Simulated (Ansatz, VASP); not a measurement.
# SrBr2 in two plane-wave programs, part 2 of 2

Wanted: the spread between two codes on one cell, functional and k mesh. Of the first pair: The structure shown is the end of the VASP relaxation below. Valence electrons are named where the data sets of a main pair hold unlike numbers.

VASP 6.6.1 and Ansatz 0.2.0.

So far: The structure; VASP: relaxation, r2SCAN; Ansatz: single point, r2SCAN.

## (4) Comparison

Known differences besides the potentials themselves: VASP keeps PBE cores, Ansatz makes them for the functional; the cutoff is 500 eV in Ansatz and 300 eV in VASP (PREC = Normal). Total energies have different zeros and are not compared.

The two programs side by side:

```tsv
quantity	Ansatz	VASP	difference
gap on the k mesh (eV)	4.534	4.532	+0.002
```

At this near-relaxed geometry the largest component of a force difference is 9 meV/Å. A gap on the mesh is an upper bound, since the band edges may lie between its points. With vacuum in the cell, a pressure given here is an average over mostly empty space and none of the material.

## (5) VASP: band structure, r2SCAN

The same path points are solved in both programs, so levels can be compared one by one.

The input, INCAR:

```
SYSTEM = SrBr2
PREC = Normal
ENCUT = 300
EDIFF = 1E-06
NELM = 120
ISMEAR = 0
SIGMA = 0.05
LREAL = .FALSE.
ALGO = Normal
METAGGA = R2SCAN
LASPH = .TRUE.
NBANDS = 40
LORBIT = 11
LWAVE = .FALSE.
LCHARG = .TRUE.
IDIPOL = 3
LDIPOL = .TRUE.
DIPOL = 0.5 0.5 0.5
LVHAR = .TRUE.
LVACPOTAV = .TRUE.
LELF = .TRUE.
NEDOS = 1500
```

The input, POSCAR:

```
SrBr2
1.0
    4.3000000000      0.0000000000      0.0000000000
    0.0000000000      9.2000000000      0.0000000000
    0.0000000000      0.0000000000     18.3574800000
Br Sr
4 2
Direct
    0.7500000000      0.6013646320      0.5834060880
    0.7500000000      0.1749968150      0.5814295537
    0.2500000000      0.6749968150      0.4185704463
    0.2500000000      0.1013646320      0.4165939120
    0.2500000000      0.3896385530      0.5260232363
    0.7500000000      0.8896385530      0.4739767637
```

The input, KPOINTS:

```
Automatic mesh
0
Gamma
6 3 1
0 0 0
```

The input, KPOINTS_OPT:

```
Line mode
14
Line-mode
Reciprocal
  0.00000000   0.00000000   0.00000000 GAMMA
  0.50000000   0.00000000   0.00000000 X

  0.50000000   0.00000000   0.00000000 X
  0.50000000   0.50000000   0.00000000 S

  0.50000000   0.50000000   0.00000000 S
  0.00000000   0.50000000   0.00000000 Y

  0.00000000   0.50000000   0.00000000 Y
  0.00000000   0.00000000   0.00000000 GAMMA

  0.00000000   0.00000000   0.00000000 GAMMA
  0.50000000   0.50000000   0.00000000 S
```

The projector-augmented-wave data sets are Br and Sr_sv (PBE family, release 64).

Run with:

```
$ mpirun -np 2 vasp_std
```

Numbers of over 12 decimals in the logs are rounded to 6 here.

The log of the run:

```text
[banner, memory and clock lines left out]
running    2 mpi-ranks, on    1 nodes
[...]
[... a notice as in an earlier step ...]

 LDA part: xc-table for (None), standard interpolation
 POSCAR, INCAR and KPOINTS ok, starting setup
[...]
entering main loop
       N       E                     dE             d eps       ncg     rms          rms(c)
DAV:   1     0.193174458909E+03    0.19317E+03   -0.14335E+04   800   0.571E+02
DAV:   2    -0.674078067822E+02   -0.26058E+03   -0.25150E+03   888   0.164E+02
DAV:   3    -0.107736280959E+03   -0.40328E+02   -0.40043E+02   976   0.564E+01
DAV:   4    -0.109269848993E+03   -0.15336E+01   -0.15123E+01  1024   0.119E+01
[...]
DAV:  21    -0.966166393464E+02   -0.11336E-04   -0.76434E-07   712   0.504E-03    0.280E-04
DAV:  22    -0.966166430176E+02   -0.36712E-05   -0.54034E-07   576   0.447E-03    0.231E-04
DAV:  23    -0.966166428389E+02    0.17871E-06   -0.26525E-07   544   0.317E-03
|                                                                             |
[...]
1 F= -.96616643E+02 E0= -.96616643E+02  d E =-.304238E-12
 Start KPOINTS_OPT (optional k-point list driver)
k-point batch [1-8\70]
       N       E                     dE             ncg
DAV:   1    -0.309521089063E+04   -0.47109E+04      752
DAV:   2    -0.537937356825E+04   -0.22842E+04      928
DAV:   3    -0.573579578124E+04   -0.35642E+03      960
DAV:   4    -0.574629880709E+04   -0.10503E+02      992
DAV:   5    -0.574664187025E+04   -0.34306E+00      984
DAV:   6    -0.574664450976E+04   -0.26395E-02      936
DAV:   7    -0.574664456378E+04   -0.54022E-04      968
DAV:   8    -0.574664456502E+04   -0.12411E-05      768
DAV:   9    -0.574664456511E+04   -0.83663E-07      664
[...]
k-point batch [65-70\70]
       N       E                     dE             ncg
DAV:   1    -0.125498151789E+04   -0.77381E+04      576
DAV:   2    -0.292153066263E+04   -0.16665E+04      688
DAV:   3    -0.317910914791E+04   -0.25758E+03      744
DAV:   4    -0.318651659803E+04   -0.74075E+01      728
DAV:   5    -0.318679233452E+04   -0.27574E+00      760
DAV:   6    -0.318679520851E+04   -0.28740E-02      680
DAV:   7    -0.318679527683E+04   -0.68323E-04      752
DAV:   8    -0.318679527806E+04   -0.12331E-05      584
DAV:   9    -0.318679527812E+04   -0.55594E-07      520
```

OUTCAR, selected parts (step 5):

```text
  Total        1.1651753     -6.4214265     -0.1107198      0.0000000      0.0000000      0.0000000
  in kB        2.5705881    -14.1668322     -0.2442681      0.0000000      0.0000000      0.0000000
  external PRESSURE =      -3.9468374 kB  Pullay stress =       0.0000000 kB

 POSITION                                       TOTAL-FORCE (eV/Angst)
 -----------------------------------------------------------------------------------
      3.22500      5.53255     10.70987        -0.000000      0.005958     -0.022320
      3.22500      1.60997     10.67358         0.000000      0.000541      0.009652
      1.07500      6.20997      7.68390         0.000000      0.000541     -0.009652
      1.07500      0.93255      7.64761        -0.000000      0.005958      0.022320
      1.07500      3.58467      9.65646        -0.000000     -0.006500      0.004692
      3.22500      8.18467      8.70102        -0.000000     -0.006500     -0.004692
 -----------------------------------------------------------------------------------
    total drift:                                0.000000     -0.008356     -0.000012

  FREE ENERGIE OF THE ION-ELECTRON SYSTEM (eV)
  ---------------------------------------------------
  free  energy   TOTEN  =       -96.6166428389 eV

  energy  without entropy=      -96.6166428389  energy(sigma->0) =      -96.61664284

[... 1 part as in an earlier step ...]

[... 2 further parts left out ...]
[key lines of the parts left out:]
E-fermi :  -5.0737
```

## (6) Ansatz: band structure, r2SCAN

The same cell, functional, mesh and smearing now go to Ansatz, which takes its cutoff from its data sets.

The input, input.yaml:

```yaml
crystal:
  lattice:
    - [4.3, 0.0, 0.0]
    - [0.0, 9.2, 0.0]
    - [0.0, 0.0, 18.35748]
  atoms:
    - { symbol: Br, position: [0.75, 0.601364632, 0.583406088] }
    - { symbol: Br, position: [0.75, 0.174996815, 0.5814295537] }
    - { symbol: Br, position: [0.25, 0.674996815, 0.4185704463] }
    - { symbol: Br, position: [0.25, 0.101364632, 0.416593912] }
    - { symbol: Sr, position: [0.25, 0.389638553, 0.5260232363] }
    - { symbol: Sr, position: [0.75, 0.889638553, 0.4739767637] }
hamiltonian:
  xc: r2scan
  pseudopotentials: { kind: paw }
kpoints:
  mp_grid: { grid: [6, 3, 1] }
  band_path:
    path:
      - [0.0, 0.0, 0.0]
      - [0.07692, 0.0, 0.0]
      - [0.15385, 0.0, 0.0]
      - [0.26923, 0.0, 0.0]
      - [0.34615, 0.0, 0.0]
      - [0.42308, 0.0, 0.0]
      - [0.5, 0.0, 0.0]
      - [0.5, 0.07692, 0.0]
      - [0.5, 0.19231, 0.0]
      - [0.5, 0.26923, 0.0]
      - [0.5, 0.34615, 0.0]
      - [0.5, 0.46154, 0.0]
      - [0.5, 0.5, 0.0]
      - [0.42308, 0.5, 0.0]
      - [0.30769, 0.5, 0.0]
      - [0.23077, 0.5, 0.0]
      - [0.11538, 0.5, 0.0]
      - [0.03846, 0.5, 0.0]
      - [0.0, 0.5, 0.0]
      - [0.0, 0.38462, 0.0]
      - [0.0, 0.30769, 0.0]
      - [0.0, 0.23077, 0.0]
      - [0.0, 0.11538, 0.0]
      - [0.0, 0.03846, 0.0]
      - [0.03846, 0.03846, 0.0]
      - [0.11538, 0.11538, 0.0]
      - [0.19231, 0.19231, 0.0]
      - [0.30769, 0.30769, 0.0]
      - [0.38462, 0.38462, 0.0]
      - [0.5, 0.5, 0.0]
    npoints: 1
scf:
  occupations: { method: gaussian, width: 0.05 }
  n_extra_bands: 9
efield:
  axis: 3
  dipole_correction: true
  ramp_width: 0.04
output:
  forces: true
  eigenvalues: true
  write_density: true
  write_potential: true
  elf: true
  volumetric_format: npy
```

Run with:

```
$ ansatz run input.yaml --threads 4 --pin off --max-ram 9216MiB --backend cpu --events-out ev --progress --plain --runs-dir out
```

The log of the run:

```text
[...]
Crystal: 6 atoms, lattice volume = 726.222 Å³
Basis set: ecut = 500 eV, 18409 PW (Γ), exchange–correlation on 128×288×540 points (64 copies of the dense FFT grid, shifted against one another)
Bands: 33, of which v1, the nominal top of the filled ones, is band 24 counted from 1 (23 counted from 0)
Symmetry: 2 space group operations
[...]
k-point 1: bands = [... 20 lower, -4.7682, -4.7543, -4.6788, -4.5359, 0.5220, 1.0507, 1.4404, 1.7204, ... 5 higher]
  k-point 2: bands = [... 20 lower, -4.9564, -4.9246, -4.6584, -4.4383, 0.4307, 1.0150, 1.5929, 1.6086, ... 5 higher]
  k-point 7: bands = [... 20 lower, -4.8773, -4.8773, -4.7382, -4.7382, 1.1206, 1.1206, 1.8143, 1.8143, ... 5 higher]
[key lines of the parts left out:]
SCF converged after 7 iterations
Free energy (F): -18295.059240 eV
Fermi energy:    -2.171098 eV
Dipole field:    D = -0.000008 V/Å  (p = -0.000032 e·Å, saw-weighted, corrected)
Work function:   Φ+ = 5.0086 eV   Φ− = 5.0085 eV
```

The job ended after 34 s (4 threads of Arm Neoverse V1, shared host; peak memory 2.2 GiB; 2.2 min of CPU time).

## (7) Comparison

The two programs side by side:

```tsv
quantity	Ansatz	VASP	difference
gap over the path points (eV)	4.534	4.533	+0.002
```

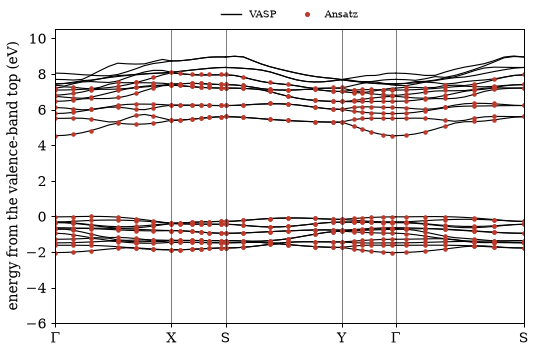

Bands from VASP (lines) and levels from Ansatz (dots). Dots without a line are higher empty bands that the VASP plot leaves out.

Levels at points of the path, from each program's valence-band top (eV; 4 filled, then empty):

```tsv
k (reciprocal lattice)	Ansatz	VASP
0.000 0.000 0.000	-0.35 -0.32 -0.32 -0.03 4.53 5.52 5.79	-0.35 -0.32 -0.32 -0.03 4.53 5.50 5.78
0.077 0.000 0.000	-0.39 -0.36 -0.28 -0.01 4.61 5.54 5.86	-0.39 -0.36 -0.28 -0.01 4.61 5.52 5.84
0.154 0.000 0.000	-0.50 -0.47 -0.23 0.00 4.82 5.48 6.01	-0.50 -0.47 -0.23 0.00 4.82 5.46 6.00
0.269 0.000 0.000	-0.66 -0.58 -0.21 -0.04 5.25 5.32 6.15	-0.66 -0.58 -0.21 -0.04 5.24 5.32 6.13
0.346 0.000 0.000	-0.64 -0.56 -0.24 -0.13 5.19 5.67 6.02	-0.65 -0.56 -0.24 -0.13 5.18 5.67 6.01
0.423 0.000 0.000	-0.54 -0.48 -0.30 -0.25 5.25 5.65 6.10	-0.54 -0.48 -0.30 -0.25 5.23 5.64 6.09
0.500 0.000 0.000	-0.40 -0.40 -0.38 -0.38 5.41 5.41 6.26	-0.41 -0.41 -0.38 -0.38 5.40 5.40 6.25
0.500 0.077 0.000	-0.41 -0.41 -0.37 -0.37 5.42 5.42 6.26	-0.41 -0.41 -0.37 -0.37 5.41 5.41 6.25
0.500 0.192 0.000	-0.43 -0.43 -0.34 -0.34 5.47 5.47 6.26	-0.43 -0.43 -0.34 -0.34 5.46 5.46 6.24
0.500 0.269 0.000	-0.44 -0.43 -0.31 -0.31 5.52 5.52 6.26	-0.44 -0.44 -0.31 -0.31 5.51 5.51 6.24
```

At this near-relaxed geometry the largest component of a force difference is 9 meV/Å. Among the levels compared at these points, filled levels agree within 2 meV and empty ones within 21 meV. With vacuum in the cell, a pressure given here is an average over mostly empty space and none of the material.

## (8) Summary of results

| Quantity | Value |
| --- | --- |
| difference in gap on the k mesh (single point, r2SCAN) | 0.0017 eV |
| largest difference of a filled level at the path points (band structure, r2SCAN) | 1.6 meV |

**Reading.** The difference in gap on the k mesh is 0.0017 eV (single point, r2SCAN), within the 0.08 eV picked in this series as the mark of a large difference. Such differences can come from data sets, numerical settings and the points named under the comparisons, not from the functional's error against experiment.

[Lines on the potential files, build, host, timing and source positions are cut from VASP's logs without a mark.]

[Logs are printed without paths, hosts, clocks, repeated set-up lines and the standing remarks that a program may print on its own settings, such as how far it seeks lower states.]

[Hosts, paths, dates, database ids (printed as entryN), source tags and the programs' standing remarks are cut or masked in the printed files.]
